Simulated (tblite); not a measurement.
# Geometry relaxation of C2H7Si

The run: geometry relaxation of C2H7Si, multiplicity 2, SMILES C[CH][SiH3]. Method and program: GFN2-xTB geometry optimisation, gas phase (tblite 0.8.0).

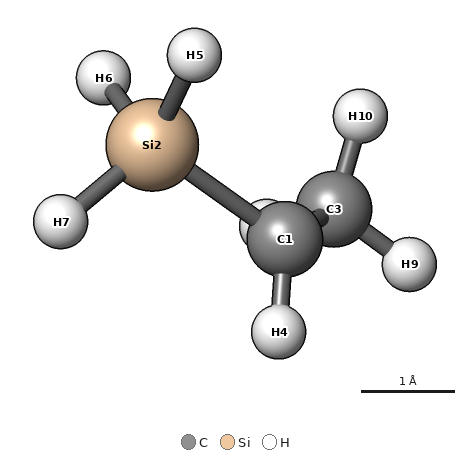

*The input geometry (ball-and-stick view, seen at a tilt; atoms are numbered from 1 in the order of the input).*

Key numbers

```json
{"quantity": "outcome", "value": "converged"}
{"quantity": "total energy", "value": "−258.4011 eV"}
{"quantity": "hardware", "value": "1 CPU thread, shared host"}
{"quantity": "wall time", "value": "1.2 s"}
{"quantity": "peak memory", "value": "0.18 GiB"}
```

The input
```
{"job": {"kind": "relax", "xc": "GFN2-xTB", "basis": "xTB"}, "charge": 0, "multiplicity": 2}
C     -0.680671    -0.257491     0.561519
Si    -0.879563     0.953689     1.951436
C     -0.324159     0.312380    -0.739079
H     -1.373154    -1.027233     0.566805
H      0.286775     0.896012     2.816614
H     -0.958446     2.285551     1.389550
H     -2.048842     0.663619     2.675457
H     -1.095293     0.934091    -1.075314
H     -0.197145    -0.455375    -1.413712
H      0.568787     0.851958    -0.641510
```

The first line tells a small driver script what to run in tblite; the rest is the geometry in Å.

Launch command:
```bash
OMP_NUM_THREADS=1 python <driver script> task.json out
```

What the program printed
```
step      E/eV     max force
  0    -257.96126    2.471
  1    -258.16044    1.059
  2    -258.21902    0.609
  3    -258.25230    0.499
  4    -258.27248    0.447
  5    -258.28878    0.312
  6    -258.30029    0.288
  7    -258.31037    0.380
  8    -258.32127    0.398
  9    -258.33302    0.301
 10    -258.34324    0.316
 11    -258.35009    0.201
 12    -258.35445    0.152
 13    -258.35710    0.117
 14    -258.35883    0.114
 15    -258.36041    0.120
 16    -258.36193    0.120
 17    -258.36332    0.107
 18    -258.36446    0.083
 19    -258.36535    0.069
 20    -258.36616    0.080
 21    -258.36700    0.100
 22    -258.36766    0.084
 23    -258.36800    0.041
 24    -258.36818    0.040
 25    -258.36833    0.040
 26    -258.36856    0.055
 27    -258.36888    0.056
 28    -258.36921    0.056
 29    -258.36942    0.037
 30    -258.36954    0.030
 31    -258.36968    0.034
 32    -258.36989    0.050
 33    -258.37014    0.055
 34    -258.37037    0.051
 35    -258.37059    0.052
 36    -258.37089    0.059
 37    -258.37134    0.074
 38    -258.37185    0.072
 39    -258.37224    0.055
 40    -258.37255    0.063
 41    -258.37308    0.086
 42    -258.37390    0.125
 43    -258.37495    0.123
 44    -258.37592    0.089
 45    -258.37670    0.082
 46    -258.37748    0.091
 47    -258.37854    0.081
 48    -258.38053    0.173
 49    -258.37920    0.253
 50    -258.38310    0.102
 51    -258.38461    0.183
 52    -258.38856    0.113
 53    -258.39042    0.095
 54    -258.39257    0.143
 55    -258.39361    0.119
 56    -258.39501    0.106
 57    -258.39640    0.118
 58    -258.39781    0.085
 59    -258.39876    0.088
 60    -258.39941    0.074
 61    -258.39973    0.049
 62    -258.40001    0.049
 63    -258.40027    0.043
 64    -258.40063    0.032
 65    -258.40071    0.033
 66    -258.40079    0.025
 67    -258.40085    0.026
 68    -258.40095    0.027
 69    -258.40103    0.021
 70    -258.40107    0.010
 71    -258.40108    0.006
```

Trajectory as extended XYZ (Å, eV, eV/Å), 25 frames, from step=0 to step=71
```
10
Properties=species:S:1:pos:R:3:forces:R:3 step=0 energy=-257.96126
C    -0.6807   -0.2575    0.5615    0.0500   1.5810   1.0020
Si   -0.8796    0.9537    1.9514    1.1490  -0.0510  -0.3430
C    -0.3242    0.3124   -0.7391    0.1730  -0.5370   1.1540
H    -1.3732   -1.0272    0.5668   -0.8680  -1.6370  -0.2110
H     0.2868    0.8960    2.8166    0.2170   0.0290   0.2170
H    -0.9584    2.2856    1.3895   -0.0400   0.4150  -0.0890
H    -2.0488    0.6636    2.6755   -1.1020  -0.2660   0.7330
H    -1.0953    0.9341   -1.0753   -1.1270   1.1160  -0.6230
H    -0.1971   -0.4554   -1.4137    0.3450  -1.6450  -1.8110
H     0.5688    0.8520   -0.6415    1.2040   0.9960  -0.0280
10
Properties=species:S:1:pos:R:3:forces:R:3 step=3 energy=-258.25230
C    -0.7152   -0.2352    0.5874   -0.3630   0.1810  -0.2910
Si   -0.8553    0.9673    1.9697   -0.2230   0.0570   0.2190
C    -0.3131    0.2939   -0.7340    0.0050  -0.0070  -0.2150
H    -1.3845   -1.0791    0.5596    0.1190  -0.2740  -0.0080
H     0.3067    0.8982    2.8348    0.2370   0.0410   0.2280
H    -0.9594    2.3074    1.3874    0.0220   0.1260   0.0860
H    -2.0836    0.6558    2.7018    0.0040   0.0400   0.1290
H    -1.1179    0.9641   -1.0953    0.3750  -0.1930  -0.0430
H    -0.1847   -0.5027   -1.4714    0.0630   0.1530   0.0310
H     0.6051    0.8875   -0.6483   -0.2400  -0.1230  -0.1370
10
Properties=species:S:1:pos:R:3:forces:R:3 step=6 energy=-258.30029
C    -0.7747   -0.2113    0.5695   -0.1090   0.1380  -0.0020
Si   -0.8651    0.9763    1.9964    0.0460  -0.1300  -0.1770
C    -0.3104    0.2841   -0.7515   -0.1020  -0.0300   0.1240
H    -1.3667   -1.1208    0.5561    0.2140   0.0770   0.0160
H     0.3328    0.9044    2.8623   -0.1970   0.0310  -0.0940
H    -0.9565    2.3267    1.4007    0.0370  -0.0910   0.2080
H    -2.0955    0.6582    2.7287    0.0940   0.0650   0.1140
H    -1.0891    0.9583   -1.1151   -0.0050   0.0600  -0.2820
H    -0.1720   -0.5051   -1.4898    0.0430   0.0150   0.0780
H     0.5956    0.8865   -0.6655   -0.0210  -0.1350   0.0140
10
Properties=species:S:1:pos:R:3:forces:R:3 step=9 energy=-258.33302
C    -0.8351   -0.1764    0.5496    0.0780  -0.1570   0.0120
Si   -0.8724    0.9660    1.9954   -0.0510   0.1010   0.1200
C    -0.3262    0.2791   -0.7556   -0.0150   0.1530  -0.2380
H    -1.3182   -1.1410    0.5583    0.0230  -0.0400   0.0660
H     0.3201    0.9128    2.8670   -0.1130  -0.0610  -0.0950
H    -0.9480    2.3270    1.4459    0.0110   0.0370   0.0820
H    -2.0841    0.6716    2.7666    0.0660   0.0050   0.0770
H    -1.0645    0.9608   -1.1772   -0.1420   0.1330  -0.2290
H    -0.1572   -0.5052   -1.4853   -0.0520  -0.2600   0.0330
H     0.5840    0.8625   -0.6729    0.1970   0.0890   0.1740
10
Properties=species:S:1:pos:R:3:forces:R:3 step=12 energy=-258.35445
C    -0.8646   -0.1613    0.5327    0.1190   0.0500  -0.0800
Si   -0.8850    0.9648    1.9984   -0.0860   0.0260  -0.0570
C    -0.3392    0.2900   -0.7789    0.0500  -0.0140  -0.0290
H    -1.2798   -1.1570    0.5675   -0.0010   0.0050   0.0210
H     0.3000    0.9101    2.8603    0.0930  -0.1190   0.0180
H    -0.9413    2.3330    1.4877   -0.0330   0.1460  -0.0250
H    -2.0694    0.6813    2.8040   -0.0550  -0.0480   0.0760
H    -1.0586    0.9742   -1.2465    0.0810  -0.0510  -0.0130
H    -0.1544   -0.5293   -1.4740   -0.0830  -0.0230   0.0620
H     0.5906    0.8514   -0.6595   -0.0850   0.0290   0.0260
10
Properties=species:S:1:pos:R:3:forces:R:3 step=15 energy=-258.36041
C    -0.8560   -0.1574    0.5266   -0.0510   0.0310   0.0930
Si   -0.8943    0.9698    1.9946    0.0280   0.0460   0.0200
C    -0.3369    0.2912   -0.7862   -0.0140  -0.0470   0.0690
H    -1.2728   -1.1553    0.5715    0.0420   0.0820  -0.0120
H     0.3024    0.8944    2.8566   -0.0450  -0.0800  -0.0780
H    -0.9446    2.3491    1.4927   -0.0380   0.0080   0.0240
H    -2.0715    0.6772    2.8175    0.0180  -0.0170  -0.0140
H    -1.0518    0.9728   -1.2614    0.0370  -0.0310  -0.0080
H    -0.1630   -0.5398   -1.4665    0.0220  -0.0060  -0.0260
H     0.5868    0.8552   -0.6536    0.0010   0.0150  -0.0680
10
Properties=species:S:1:pos:R:3:forces:R:3 step=18 energy=-258.36446
C    -0.8641   -0.1431    0.5283   -0.0260   0.0200  -0.0110
Si   -0.9018    0.9801    1.9957   -0.0220   0.0330   0.0550
C    -0.3381    0.2863   -0.7858    0.0220   0.0390  -0.0490
H    -1.2554   -1.1477    0.5748   -0.0310  -0.0110   0.0460
H     0.2983    0.8701    2.8439    0.0050  -0.0360  -0.0380
H    -0.9521    2.3647    1.5072   -0.0330  -0.0180   0.0360
H    -2.0687    0.6734    2.8320    0.0310   0.0080  -0.0500
H    -1.0373    0.9665   -1.2832   -0.0640  -0.0070   0.0220
H    -0.1648   -0.5495   -1.4615    0.0480  -0.0170   0.0300
H     0.5821    0.8563   -0.6596    0.0700  -0.0140  -0.0410
10
Properties=species:S:1:pos:R:3:forces:R:3 step=21 energy=-258.36700
C    -0.8675   -0.1323    0.5297    0.0130   0.0200  -0.0610
Si   -0.9067    0.9894    1.9996    0.0240  -0.0590  -0.0770
C    -0.3351    0.2876   -0.7881    0.0070   0.0020   0.0070
H    -1.2523   -1.1400    0.5833   -0.0250   0.0170   0.0310
H     0.2976    0.8489    2.8296    0.0600   0.0040   0.0230
H    -0.9627    2.3724    1.5186   -0.0200   0.0390   0.0300
H    -2.0652    0.6708    2.8316   -0.0630  -0.0020   0.0230
H    -1.0392    0.9610   -1.2886   -0.0200  -0.0100   0.0100
H    -0.1597   -0.5566   -1.4540    0.0250   0.0100   0.0330
H     0.5891    0.8560   -0.6699   -0.0010  -0.0210  -0.0190
10
Properties=species:S:1:pos:R:3:forces:R:3 step=24 energy=-258.36818
C    -0.8689   -0.1269    0.5259    0.0070  -0.0140   0.0120
Si   -0.9071    0.9897    1.9973    0.0090  -0.0030   0.0170
C    -0.3330    0.2885   -0.7900   -0.0050  -0.0150  -0.0050
H    -1.2536   -1.1344    0.5899   -0.0160   0.0210  -0.0120
H     0.3024    0.8397    2.8243    0.0070   0.0210  -0.0060
H    -0.9698    2.3786    1.5275   -0.0050  -0.0030   0.0390
H    -2.0683    0.6697    2.8318   -0.0030   0.0050  -0.0140
H    -1.0420    0.9572   -1.2900    0.0150  -0.0090  -0.0170
H    -0.1543   -0.5595   -1.4481    0.0070  -0.0130  -0.0170
H     0.5929    0.8546   -0.6769   -0.0170   0.0110   0.0030
10
Properties=species:S:1:pos:R:3:forces:R:3 step=27 energy=-258.36888
C    -0.8714   -0.1240    0.5237    0.0250   0.0230   0.0110
Si   -0.9057    0.9879    1.9988   -0.0230   0.0350   0.0360
C    -0.3334    0.2853   -0.7929    0.0190   0.0090  -0.0140
H    -1.2558   -1.1295    0.5911   -0.0400  -0.0370  -0.0150
H     0.3075    0.8406    2.8216   -0.0070   0.0080  -0.0080
H    -0.9743    2.3825    1.5448    0.0020  -0.0170   0.0210
H    -2.0713    0.6708    2.8323    0.0370  -0.0050  -0.0290
H    -1.0386    0.9530   -1.2992   -0.0110  -0.0200  -0.0160
H    -0.1488   -0.5642   -1.4482   -0.0090  -0.0090   0.0000
H     0.5901    0.8548   -0.6802    0.0050   0.0110   0.0130
10
Properties=species:S:1:pos:R:3:forces:R:3 step=30 energy=-258.36954
C    -0.8655   -0.1222    0.5251   -0.0150  -0.0010  -0.0030
Si   -0.9043    0.9894    2.0016    0.0100  -0.0010  -0.0190
C    -0.3304    0.2831   -0.7949    0.0030   0.0070   0.0170
H    -1.2672   -1.1227    0.5909   -0.0150   0.0040  -0.0210
H     0.3130    0.8405    2.8162   -0.0040   0.0070   0.0130
H    -0.9805    2.3856    1.5613    0.0090   0.0220  -0.0060
H    -2.0721    0.6694    2.8258    0.0090  -0.0260   0.0130
H    -1.0395    0.9453   -1.3038   -0.0090  -0.0250  -0.0110
H    -0.1446   -0.5693   -1.4473    0.0000   0.0100   0.0190
H     0.5894    0.8582   -0.6830    0.0120   0.0020  -0.0020
10
Properties=species:S:1:pos:R:3:forces:R:3 step=33 energy=-258.37014
C    -0.8638   -0.1212    0.5258   -0.0320  -0.0190  -0.0070
Si   -0.9021    0.9917    2.0013    0.0090  -0.0100  -0.0020
C    -0.3272    0.2833   -0.7935   -0.0190  -0.0120  -0.0100
H    -1.2803   -1.1178    0.5848    0.0050   0.0540  -0.0120
H     0.3156    0.8431    2.8155   -0.0030   0.0080   0.0100
H    -0.9824    2.3918    1.5719    0.0090   0.0050  -0.0140
H    -2.0688    0.6621    2.8229    0.0060  -0.0200   0.0200
H    -1.0423    0.9336   -1.3098    0.0090   0.0080   0.0090
H    -0.1416   -0.5711   -1.4424    0.0360  -0.0170   0.0100
H     0.5912    0.8617   -0.6847   -0.0180   0.0030  -0.0040
10
Properties=species:S:1:pos:R:3:forces:R:3 step=36 energy=-258.37089
C    -0.8724   -0.1150    0.5221    0.0240   0.0540  -0.0080
Si   -0.8995    0.9933    2.0021   -0.0190   0.0110   0.0190
C    -0.3261    0.2806   -0.7956    0.0110  -0.0050  -0.0230
H    -1.2949   -1.1068    0.5759   -0.0370  -0.0090   0.0160
H     0.3194    0.8484    2.8160   -0.0030  -0.0060  -0.0070
H    -0.9841    2.4017    1.5937    0.0050  -0.0410  -0.0250
H    -2.0625    0.6505    2.8264    0.0230  -0.0100   0.0050
H    -1.0414    0.9183   -1.3261   -0.0040   0.0230   0.0040
H    -0.1288   -0.5789   -1.4339    0.0290  -0.0320   0.0050
H     0.5886    0.8652   -0.6889   -0.0280   0.0140   0.0140
10
Properties=species:S:1:pos:R:3:forces:R:3 step=39 energy=-258.37224
C    -0.8767   -0.1020    0.5182    0.0000   0.0090   0.0030
Si   -0.8952    0.9979    2.0048    0.0000  -0.0190   0.0090
C    -0.3212    0.2754   -0.8002    0.0180   0.0180   0.0170
H    -1.3360   -1.0784    0.5611   -0.0370  -0.0070   0.0400
H     0.3259    0.8557    2.8148    0.0170  -0.0120  -0.0130
H    -0.9867    2.4114    1.6174   -0.0100  -0.0360  -0.0340
H    -2.0470    0.6230    2.8286   -0.0020   0.0110   0.0180
H    -1.0449    0.8932   -1.3435    0.0140  -0.0210  -0.0470
H    -0.1003   -0.5967   -1.4155   -0.0080   0.0290   0.0000
H     0.5804    0.8777   -0.6939    0.0090   0.0280   0.0080
10
Properties=species:S:1:pos:R:3:forces:R:3 step=42 energy=-258.37390
C    -0.8790   -0.0919    0.5169   -0.0760  -0.0990   0.0070
Si   -0.8930    0.9984    2.0085    0.0340  -0.0360   0.0010
C    -0.3147    0.2761   -0.8002   -0.0430   0.0090   0.0140
H    -1.3749   -1.0543    0.5586    0.0330   0.0730  -0.0120
H     0.3317    0.8554    2.8110    0.0360  -0.0020  -0.0040
H    -0.9892    2.4079    1.6154   -0.0220   0.0080  -0.0120
H    -2.0330    0.6018    2.8360   -0.0270   0.0310   0.0280
H    -1.0450    0.8729   -1.3610    0.0380  -0.0430  -0.0280
H    -0.0797   -0.6042   -1.3996    0.0140   0.0530   0.0020
H     0.5750    0.8950   -0.6939    0.0130   0.0080   0.0040
10
Properties=species:S:1:pos:R:3:forces:R:3 step=45 energy=-258.37670
C    -0.9048   -0.0707    0.5078   -0.0040  -0.0030  -0.0090
Si   -0.8841    0.9934    2.0186    0.0000   0.0110   0.0000
C    -0.3084    0.2743   -0.8026   -0.0180   0.0030  -0.0150
H    -1.4473   -1.0053    0.5466    0.0150  -0.0040  -0.0800
H     0.3536    0.8635    2.8041    0.0290  -0.0260  -0.0280
H    -0.9993    2.4083    1.6452   -0.0270  -0.0040   0.0030
H    -2.0084    0.5676    2.8578    0.0150   0.0520   0.0040
H    -1.0341    0.8184   -1.4209   -0.0020  -0.0200   0.0390
H    -0.0289   -0.6168   -1.3676    0.0280   0.0170   0.0420
H     0.5600    0.9246   -0.6972   -0.0360  -0.0240   0.0440
10
Properties=species:S:1:pos:R:3:forces:R:3 step=48 energy=-258.38053
C    -0.9456   -0.0300    0.4914    0.0450   0.1170  -0.0170
Si   -0.8631    0.9922    2.0311   -0.0330   0.0040  -0.0070
C    -0.2999    0.2660   -0.8055    0.1000  -0.0230   0.0080
H    -1.5905   -0.8925    0.4891   -0.0770  -0.1490  -0.0430
H     0.4039    0.8664    2.7725   -0.0040  -0.0280  -0.0820
H    -1.0349    2.4209    1.7251    0.0040  -0.0440  -0.0040
H    -1.9538    0.5095    2.8844    0.0290   0.0580   0.0210
H    -1.0200    0.6932   -1.5116   -0.0510   0.0270   0.0280
H     0.0822   -0.6391   -1.2836   -0.0190  -0.0560   0.0520
H     0.5201    0.9708   -0.7011    0.0050   0.0920   0.0440
10
Properties=species:S:1:pos:R:3:forces:R:3 step=51 energy=-258.38461
C    -0.9646   -0.0122    0.4845    0.0350   0.0750  -0.0280
Si   -0.8620    0.9917    2.0341    0.0050  -0.0410  -0.0300
C    -0.2952    0.2673   -0.8046    0.0310  -0.0010   0.0660
H    -1.6294   -0.8591    0.4701   -0.0890  -0.1550  -0.0380
H     0.4187    0.8484    2.7488   -0.0080   0.0090  -0.0840
H    -1.0492    2.4160    1.7283    0.0210   0.0070   0.0210
H    -1.9305    0.5006    2.9066   -0.0080   0.0470   0.0300
H    -1.0121    0.6554   -1.5373   -0.0080   0.0200   0.0340
H     0.1175   -0.6427   -1.2449    0.0000  -0.0640   0.0210
H     0.5051    0.9920   -0.6939    0.0200   0.1020   0.0080
10
Properties=species:S:1:pos:R:3:forces:R:3 step=54 energy=-258.39257
C    -1.0103    0.0070    0.4669   -0.0410  -0.1280   0.0470
Si   -0.8586    0.9774    2.0317   -0.0690   0.0330  -0.0210
C    -0.2873    0.2728   -0.7930   -0.0030   0.0080   0.0280
H    -1.6854   -0.8372    0.4155   -0.0160   0.0180   0.0420
H     0.4499    0.8233    2.6885    0.0000   0.0180  -0.0730
H    -1.0702    2.4023    1.7380    0.0700   0.0150   0.0230
H    -1.8975    0.5212    2.9550   -0.0140  -0.0290   0.0110
H    -0.9906    0.5956   -1.5680    0.0250   0.0530  -0.0180
H     0.1729   -0.6426   -1.1740    0.0610   0.0060   0.0000
H     0.4755    1.0374   -0.6689   -0.0140   0.0070  -0.0390
10
Properties=species:S:1:pos:R:3:forces:R:3 step=57 energy=-258.39640
C    -1.0242   -0.0011    0.4661    0.0110   0.0000  -0.0220
Si   -0.8640    0.9723    2.0268   -0.0370   0.0120   0.0580
C    -0.2840    0.2719   -0.7841   -0.0190  -0.0270  -0.0760
H    -1.7191   -0.8270    0.4020    0.0000  -0.0010   0.0210
H     0.4603    0.8229    2.6531   -0.0110  -0.0010  -0.0550
H    -1.0664    2.4002    1.7508    0.0370   0.0440  -0.0100
H    -1.8889    0.5219    2.9703    0.0070  -0.0310  -0.0130
H    -0.9763    0.5795   -1.5779    0.0190  -0.0230   0.0290
H     0.2010   -0.6419   -1.1487    0.0190   0.1140   0.0230
H     0.4600    1.0585   -0.6667   -0.0260  -0.0880   0.0460
10
Properties=species:S:1:pos:R:3:forces:R:3 step=60 energy=-258.39941
C    -1.0478    0.0049    0.4601   -0.0020   0.0700  -0.0230
Si   -0.8715    0.9713    2.0263    0.0280  -0.0120  -0.0270
C    -0.2844    0.2699   -0.7796   -0.0110   0.0090   0.0230
H    -1.7686   -0.7959    0.3792   -0.0080  -0.0260   0.0250
H     0.4734    0.8105    2.6029   -0.0050   0.0080  -0.0240
H    -1.0661    2.4049    1.7638    0.0120   0.0050   0.0040
H    -1.8646    0.5089    2.9954   -0.0170  -0.0210  -0.0170
H    -0.9585    0.5374   -1.6009    0.0080  -0.0420   0.0180
H     0.2507   -0.6290   -1.0995   -0.0090  -0.0090  -0.0310
H     0.4356    1.0743   -0.6558    0.0050   0.0170   0.0520
10
Properties=species:S:1:pos:R:3:forces:R:3 step=63 energy=-258.40027
C    -1.0604    0.0134    0.4552   -0.0300  -0.0120   0.0010
Si   -0.8722    0.9700    2.0249   -0.0180   0.0240  -0.0130
C    -0.2841    0.2703   -0.7764    0.0170   0.0080   0.0090
H    -1.7810   -0.7895    0.3752    0.0140   0.0120   0.0170
H     0.4785    0.8048    2.5820    0.0170   0.0050  -0.0010
H    -1.0665    2.4069    1.7708    0.0130  -0.0200   0.0090
H    -1.8587    0.5061    3.0025    0.0070  -0.0130  -0.0400
H    -0.9498    0.5184   -1.6088   -0.0100   0.0050  -0.0070
H     0.2643   -0.6243   -1.0860   -0.0030  -0.0330   0.0030
H     0.4281    1.0812   -0.6477   -0.0090   0.0230   0.0220
10
Properties=species:S:1:pos:R:3:forces:R:3 step=66 energy=-258.40079
C    -1.0637    0.0165    0.4536    0.0010   0.0060   0.0050
Si   -0.8730    0.9735    2.0223    0.0160  -0.0070   0.0020
C    -0.2825    0.2683   -0.7761   -0.0130   0.0000   0.0030
H    -1.7856   -0.7843    0.3784    0.0000  -0.0100  -0.0020
H     0.4800    0.8081    2.5754    0.0110   0.0000   0.0000
H    -1.0629    2.4114    1.7830   -0.0040   0.0070  -0.0080
H    -1.8577    0.4967    2.9934   -0.0070  -0.0070  -0.0140
H    -0.9487    0.5116   -1.6100    0.0080   0.0130  -0.0080
H     0.2670   -0.6276   -1.0833   -0.0070   0.0030   0.0240
H     0.4253    1.0831   -0.6449   -0.0050  -0.0050  -0.0030
10
Properties=species:S:1:pos:R:3:forces:R:3 step=69 energy=-258.40103
C    -1.0693    0.0180    0.4528    0.0060   0.0120   0.0020
Si   -0.8710    0.9728    2.0211    0.0170  -0.0010   0.0060
C    -0.2843    0.2689   -0.7740   -0.0090   0.0150   0.0050
H    -1.7907   -0.7826    0.3760   -0.0120  -0.0170   0.0030
H     0.4850    0.8080    2.5690   -0.0050   0.0000  -0.0030
H    -1.0617    2.4109    1.7811   -0.0030   0.0010  -0.0020
H    -1.8553    0.4926    2.9902   -0.0060  -0.0030   0.0020
H    -0.9456    0.5087   -1.6131    0.0140  -0.0020   0.0000
H     0.2708   -0.6261   -1.0714   -0.0020  -0.0090  -0.0020
H     0.4202    1.0859   -0.6400    0.0010   0.0030  -0.0090
10
Properties=species:S:1:pos:R:3:forces:R:3 step=71 energy=-258.40108
C    -1.0701    0.0190    0.4530    0.0000   0.0010  -0.0020
Si   -0.8700    0.9727    2.0216   -0.0030   0.0040   0.0030
C    -0.2848    0.2697   -0.7737   -0.0010   0.0020  -0.0040
H    -1.7899   -0.7838    0.3776   -0.0020  -0.0030   0.0000
H     0.4857    0.8072    2.5688   -0.0010   0.0010   0.0010
H    -1.0620    2.4108    1.7799    0.0010  -0.0040   0.0020
H    -1.8561    0.4922    2.9895    0.0030   0.0000  -0.0010
H    -0.9442    0.5095   -1.6141    0.0040  -0.0020   0.0020
H     0.2695   -0.6264   -1.0706   -0.0020   0.0000   0.0020
H     0.4202    1.0863   -0.6402    0.0010   0.0010  -0.0040
```
